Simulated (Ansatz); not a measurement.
# Calculations on SiH5OCl

Part 1: Relaxation

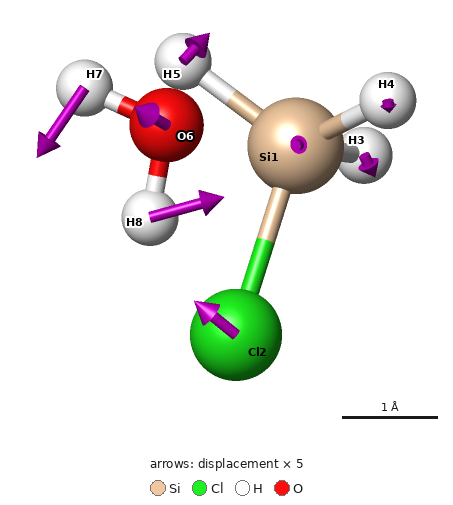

This is a relaxation of SiH₅OCl. The starting structure is drawn; purple arrows show the displacements, magnified 5 times. The two geometries are superimposed by the best rigid fit.

The picture is a ball-and-stick view, seen from a free direction.

The run prepares an end point of a later path (reaction) calculation, from a guessed geometry.

Theory: RKS PBE/def2-SVP (Ansatz 0.2.0).

The input:
```yaml
crystal:
  periodic: [false, false, false]
  atoms:
    - { symbol: Si, position_ang: [0.297001, 0.040913, -0.033455] }
    - { symbol: Cl, position_ang: [0.379066, -0.072681, 2.083789] }
    - { symbol: H, position_ang: [1.743986, 0.031692, -0.450885] }
    - { symbol: H, position_ang: [-0.317662, 1.323669, -0.488969] }
    - { symbol: H, position_ang: [-0.342165, -1.189112, -0.594854] }
    - { symbol: O, position_ang: [-2.481309, 0.073193, 0.737032] }
    - { symbol: H, position_ang: [-2.781606, -0.836046, 0.545948] }
    - { symbol: H, position_ang: [-2.154311, -0.001328, 1.669094] }
basis:
  gaussian: { orbitals: def2-SVP }
hamiltonian:
  xc: pbe
relax:
  f_tol: 0.03
  max_steps: 50
```

Command:
```bash
ansatz run input.yaml --threads 1 --pin off --max-ram 2048MiB --backend cpu --events-out ev --progress --plain --runs-dir out
```

**Atoms of which element are displaced furthest, and by how much?**

Hydrogen: up to 0.18 Å, against 0.12 Å for chlorine.

**Describe the change and its energy.**

The largest move after the best rigid fit is that of H7, 0.18 Å. Largest moves by element: H 0.18 Å, Cl 0.12 Å, O 0.11 Å, Si 0.04 Å. Among the contacts that change: Si1–Cl2 2.122 → 2.106 Å, O6–H8 0.991 → 0.979 Å. Over 4 accepted moves (7 points after the start) the energy falls by 0.019 eV. The largest force component goes from 0.54 to 0.014 eV/Å. The line search rejected the trial steps at points 1, 2, 4 of the run. Cost: 17 s on 1 thread of Arm Neoverse V1, on a shared host, peak memory 0.13 GiB.

Limits of the set-up: the start holds two separate molecules, 2.6 Å apart at their closest, whose relative position is a soft coordinate and is computed without a dispersion correction.

Part 2: Relaxation

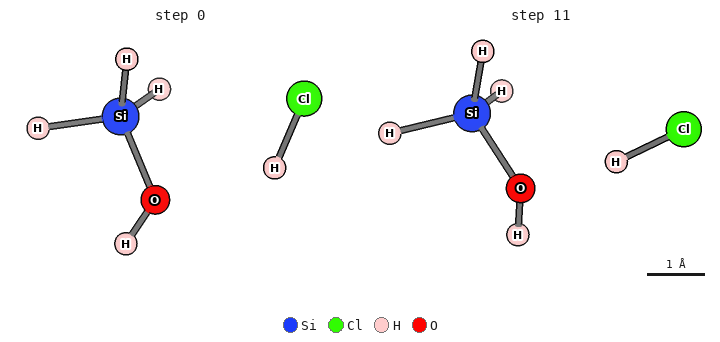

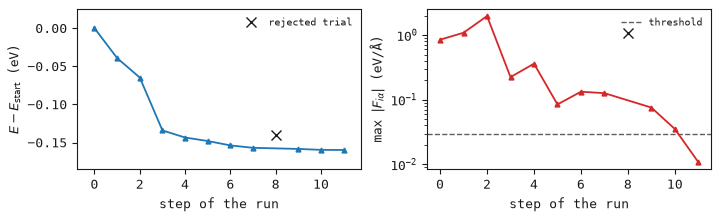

First and last geometry of a relaxation of SiH$_{5}$OCl, with the history of the run. Style: ball-and-stick. Shown at a tilt.

The run prepares an end point of a later path (reaction) calculation, from a guessed geometry.

Level of theory: RKS PBE/def2-SVP (Ansatz 0.2.0). (no spin polarisation; force threshold 0.03 eV/Å; at most 50 steps)

**Read the history and describe the run.**

It converged. After 10 accepted moves (11 points after the start) the energy has fallen by 0.160 eV. The largest force component goes from 0.85 to 0.011 eV/Å. The line search rejected the trial step at point 8 of the run. The Cl atom moves most after the best rigid fit: 0.67 Å. By element the largest moves are Cl 0.67 Å, H 0.62 Å, O 0.23 Å, Si 0.16 Å. Near-neighbour distances that change, for instance: O–Si 1.689 → 1.707 Å, Cl–H 1.341 → 1.324 Å, H–Si 1.512 → 1.505 Å. Bond angles that change, for instance: H–Si–O 109.3° → 104.9°, H–Si–O 107.6° → 109.8°. Groups turn about O–Si by about 40°.

| step | E − E(0), eV | largest force component, eV/Å | note |
| --- | --- | --- | --- |
| 0 | 0.0000 | 0.8502 |  |
| 1 | -0.0391 | 1.0892 |  |
| 2 | -0.0647 | 1.9736 |  |
| 3 | -0.1340 | 0.2242 |  |
| 4 | -0.1434 | 0.3619 |  |
| 5 | -0.1480 | 0.0847 |  |
| 6 | -0.1537 | 0.1333 |  |
| 7 | -0.1569 | 0.1266 |  |
| 8 | -0.1400 | 1.0672 | rejected |
| 9 | -0.1583 | 0.0757 |  |
| 10 | -0.1595 | 0.0353 |  |
| 11 | -0.1597 | 0.0108 |  |

Limits of the set-up: the start holds two separate molecules, 2.2 Å apart at their closest, whose relative position is a soft coordinate and is computed without a dispersion correction.

Part 3: Path

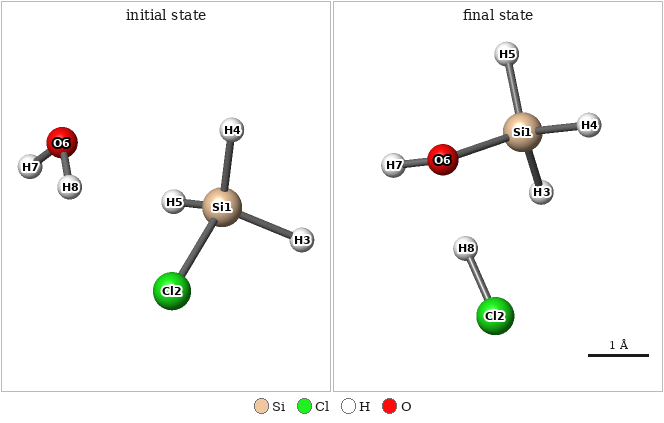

The two relaxed end points of a path for SiH$_{5}$OCl, made up at the start of SiH$_{3}$Cl and H2O. A ball-and-stick model, seen from a free direction.

All numbers below come from RKS PBE/def2-SVP in Ansatz.

Run with 5 movable images; climbing image; force threshold 0.05 eV/Å; iteration limit 60.

Start:
```xyz
8

Si    0.3304    0.0372   -0.0521
Cl    0.2973   -0.1474    2.0457
H     1.7878    0.0474   -0.4190
H    -0.3000    1.3260   -0.4669
H    -0.3084   -1.1649   -0.6755
O    -2.5860    0.0470    0.7373
H    -2.7626   -0.9123    0.7071
H    -2.1156    0.1374    1.5910
```

End:
```xyz
8

Si   -0.3021   -0.0821   -0.5204
Cl   -0.7090    0.7529    3.2330
H     0.9164   -0.8286   -0.0529
H    -0.0780    1.3951   -0.4779
H    -0.6365   -0.5274   -1.9182
O    -1.6374   -0.3544    0.5078
H    -1.9356   -1.2804    0.5693
H    -1.2748    0.2951    2.1271
```

### Predict the minimum-energy path and its barrier.

The energy climbs by 0.77 eV to image 3 and then falls by 0.73 eV, so the end point sits at +0.04 eV. Breaking: O6–H8 (0.98 → 1.04 at the top → 1.78 Å), Si1–Cl2 (2.11 → 2.45 at the top → 3.87 Å). Forming: Cl2–H8 (2.47 → 1.87 at the top → 1.32 Å), Si1–O6 (3.02 → 1.94 at the top → 1.71 Å). The band converged in 15 iterations. The largest component of the band force went from 3.7 to 0.043 eV/Å. The climbing image converged on the top of the path. Its vibrational analysis gives one imaginary mode (188i cm⁻¹), as a transition state must have.

Energies of the converged images:

```csv
image,path (Å),E (eV)
0,0.00,0.000
1,0.79,0.122
2,1.57,0.570
3,2.36,0.767
4,2.98,0.430
5,3.59,0.067
6,4.21,0.037
```

The geometry at the top of the path:

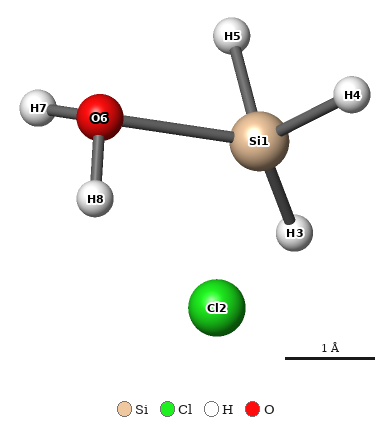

Limits of the set-up: the start holds two separate molecules, 2.5 Å apart at their closest, whose relative position is a soft coordinate and is computed without a dispersion correction.
